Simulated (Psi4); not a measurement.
# AlSiH4O (SMILES [AlH][O][SiH3]): UMP2/aug-cc-pVDZ

What is the vertical electron affinity of AlSiH4O at UMP2/aug-cc-pVDZ? 

The results are computed with Psi4 1.11.

1 further run of the same task is left out (set aside as unsound or not needed).

**1. The system as given**

The species is AlSiH4O (7 atoms), meant as a doublet with charge 0. As SMILES, `[AlH][O][SiH3]`. The coordinates come from a PBE0-D4/def2-TZVP relaxation. This is one conformer, not always the lowest.

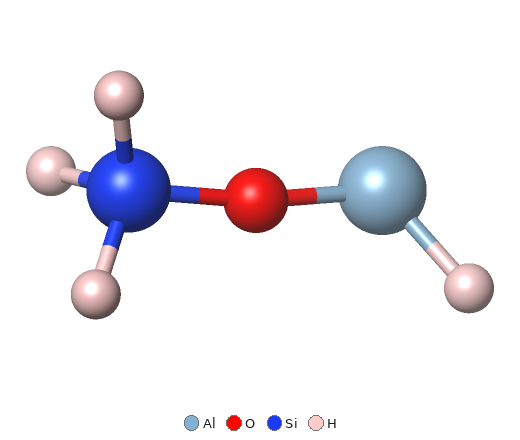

The structure, seen from a chosen angle (aluminium light blue, oxygen red, silicon blue, hydrogen pink).

**2. A single-point energy at UMP2/aug-cc-pVDZ**

The input, job.py:

```python
import psi4

psi4.set_memory('1600 MB')
psi4.set_num_threads(1)
psi4.core.set_output_file('psi4.out', False)

molecule = psi4.geometry("""
0 2
Al    -1.643700    -1.503700    -0.201100
O     -0.403000    -0.368600    -0.047300
Si     0.870900     0.567400     0.335800
H     -2.580100    -1.352800    -1.500200
H      1.204400     1.463600    -0.802700
H      0.554900     1.401200     1.526200
H      2.057800    -0.275200     0.643500
units angstrom
symmetry c1
""")

psi4.set_options({
    'basis': 'aug-cc-pVDZ',
    'reference': 'uhf',
    'puream': True,
    'e_convergence': 1e-09,
    'd_convergence': 1e-08,
    'scf_type': 'pk',
    'num_frozen_docc': 11,
    'mp2_type': 'conv',
    'maxiter': 200,
})

e_tot, wfn = psi4.energy('mp2', molecule=molecule, return_wfn=True)
print(f'total energy {e_tot:.8f} hartree = {e_tot * 27.211386:.5f} eV')
```

Started as:

```sh
$ python job.py
```

psi4.out, cut to the lines that bear on the results:

```text
[...]
  Running in c1 symmetry.
[...]
  Nuclear repulsion =  131.662824239197874
[...]
  Multiplicity = 2
[...]
  Nalpha       = 20
  Nbeta        = 19
[...]
    Number of basis functions: 113
[...]
   @UHF iter   1:  -607.94959896544344   -8.77632e-01   4.92348e-03 ADIIS/DIIS
[...]
   @UHF iter  13:  -608.10198716476145   -3.75167e-12   3.77829e-09 DIIS
[...]
   @S^2 Observed:                7.572626095E-01
[...]
    Orbital Energies [Eh]
    ---------------------
    Alpha Occupied:
       1A    -68.808377     2A    -58.508459     3A    -20.547518
       4A     -6.150516     5A     -4.920547     6A     -4.258240
       7A     -4.256662     8A     -4.256608     9A     -3.235218
      10A     -3.232527    11A     -3.230307    12A     -1.313080
      13A     -0.750310    14A     -0.611362    15A     -0.559950
      16A     -0.551497    17A     -0.502241    18A     -0.452029
      19A     -0.449096    20A     -0.309506
    Alpha Virtual:
      21A      0.016578    22A      0.032244    23A      0.035396
      24A      0.038213    25A      0.059377    26A      0.070125
[...]
  @UHF Final Energy:  -608.10198716476145
   => Energetics <=
    Nuclear Repulsion Energy =            131.6628242391978745
    One-Electron Energy =               -1106.1425118847741942
    Two-Electron Energy =                 366.3777004808148376
    Total Energy =                       -608.1019871647614536
  UHF NO Occupations:
  HONO-2 :   18  A 1.9998115
  HONO-1 :   19  A 1.9966836
[...]
 Multipole Moments:
 ------------------------------------------------------------------------------------
     Multipole            Electronic (a.u.)      Nuclear  (a.u.)        Total (a.u.)
 ------------------------------------------------------------------------------------
 L = 1.  Multiply by 2.5417464519 to convert [e a0] to [Debye]
 Dipole X            :         -3.7760447            3.6579623           -0.1180824
 Dipole Y            :         -3.9230990            3.6796803           -0.2434188
 Dipole Z            :          0.1918789           -0.0482176            0.1436613
 Magnitude           :                                                    0.3063246
[...]
	SCS-MP2 Total Energy (a.u.)        :  -608.46076024273293
	SOS-MP2 Total Energy (a.u.)        :  -608.43509409511148
	SCSN-MP2 Total Energy (a.u.)       :  -608.23750442420283
[...]
	SOS-PI-MP2 Total Energy (a.u.)     :  -608.49061191683654
[...]
	MP2 Total Energy (a.u.)            :  -608.45657471625100
[...]
```

Standard output:

```text
total energy -608.45657472 hartree = -16556.94672 eV
```

It took 31 s on 1 thread of Intel Xeon Platinum 8259CL at 2.50GHz (Skylake/Cascade Lake), shared host; peak memory 0.84 GiB.

**3. The singlet anion at the same level**

The input, job.py:

```python
import psi4

psi4.set_memory('1600 MB')
psi4.set_num_threads(1)
psi4.set_output_file('alh4osi.out', False)

m = psi4.geometry("""
-1 1
Al    -1.643700    -1.503700    -0.201100
O     -0.403000    -0.368600    -0.047300
Si     0.870900     0.567400     0.335800
H     -2.580100    -1.352800    -1.500200
H      1.204400     1.463600    -0.802700
H      0.554900     1.401200     1.526200
H      2.057800    -0.275200     0.643500
units angstrom
symmetry c1
no_reorient
no_com
""")

options = {'reference': 'rhf', 'puream': True, 'e_convergence': 1e-09, 'd_convergence': 1e-08, 'scf_type': 'pk', 'num_frozen_docc': 11, 'mp2_type': 'conv'}
psi4.set_options(options)

e, wfn = psi4.energy("mp2/aug-cc-pVDZ", molecule=m, return_wfn=True)
print(f'total energy {e:.8f} hartree = {e * 27.211386:.5f} eV')
```

Started as:

```sh
$ python job.py
```

alh4osi.out, cut to the lines that bear on the results:

```text
[...]
  Running in c1 symmetry.
[...]
  Nuclear repulsion =  131.662824239197874
[...]
  Multiplicity = 1
[...]
  Nalpha       = 20
  Nbeta        = 20
[...]
    Number of basis functions: 113
[...]
   @RHF iter   1:  -607.90905720714977   -8.37091e-01   5.30901e-03 ADIIS/DIIS
[...]
   @RHF iter  12:  -608.09684480380406   -3.50155e-11   5.60998e-09 DIIS
[...]
    Orbital Energies [Eh]
    ---------------------
    Doubly Occupied:
       1A    -68.678200     2A    -58.280491     3A    -20.376277
       4A     -6.019622     5A     -4.691520     6A     -4.127015
       7A     -4.126134     8A     -4.126106     9A     -3.004930
      10A     -3.004559    11A     -3.002464    12A     -1.141886
      13A     -0.600543    14A     -0.457861    15A     -0.402014
      16A     -0.398648    17A     -0.314386    18A     -0.309063
      19A     -0.283850    20A     -0.029619
[...]
  @RHF Final Energy:  -608.09684480380406
   => Energetics <=
    Nuclear Repulsion Energy =            131.6628242391978745
    One-Electron Energy =               -1112.7689598251029111
    Two-Electron Energy =                 373.0092907821009476
    Total Energy =                       -608.0968448038040606
[...]
 Multipole Moments:
 ------------------------------------------------------------------------------------
     Multipole            Electronic (a.u.)      Nuclear  (a.u.)        Total (a.u.)
 ------------------------------------------------------------------------------------
 L = 1.  Multiply by 2.5417464519 to convert [e a0] to [Debye]
 Dipole X            :         24.0037499          -21.0940679            2.9096821
 Dipole Y            :         28.6027754          -25.1645379            3.4382375
 Dipole Z            :         -3.5221979            2.9768856           -0.5453124
 Magnitude           :                                                    4.5370797
[...]
	SCS-MP2 Total Energy (a.u.)        :  -608.48621590043467
	SOS-MP2 Total Energy (a.u.)        :  -608.45904069931339
	SCSN-MP2 Total Energy (a.u.)       :  -608.24032986572456
[...]
	SOS-PI-MP2 Total Energy (a.u.)     :  -608.51940668189820
[...]
	MP2 Total Energy (a.u.)            :  -608.48020032009231
[...]
```

On the terminal:

```text
total energy -608.48020032 hartree = -16557.58960 eV
```

Run time: 29 s. Hardware: 1 thread of Intel Xeon Platinum 8259CL at 2.50GHz (Skylake/Cascade Lake), shared host; peak memory 0.84 GiB.

**4. What came out**

At UMP2/aug-cc-pVDZ, 11 core orbitals frozen:

```
                                                                   quantity          value
                                              doublet AlSiH4O: total energy  -608.45657 Eh
doublet AlSiH4O: HOMO energy (Hartree–Fock orbitals) (highest over α and β)       -8.42 eV
 doublet AlSiH4O: LUMO energy (Hartree–Fock orbitals) (lowest over α and β)        0.45 eV
              doublet AlSiH4O: correlation energy (11 core orbitals frozen)     -354.6 mEh
                         doublet AlSiH4O: ⟨S²⟩ of the reference determinant          0.757
                                                singlet anion: total energy  -608.48020 Eh
                         singlet anion: HOMO energy (Hartree–Fock orbitals)       -0.81 eV
                         singlet anion: LUMO energy (Hartree–Fock orbitals)        3.21 eV
       singlet anion: HOMO–LUMO gap (to an unbound level, set by the basis)        4.01 eV
                singlet anion: correlation energy (11 core orbitals frozen)     -383.4 mEh
                          vertical electron affinity (to the singlet anion)       0.643 eV
```

**Reading.** At fixed nuclei the extra electron is bound by 0.64 eV (14.8 kcal/mol).
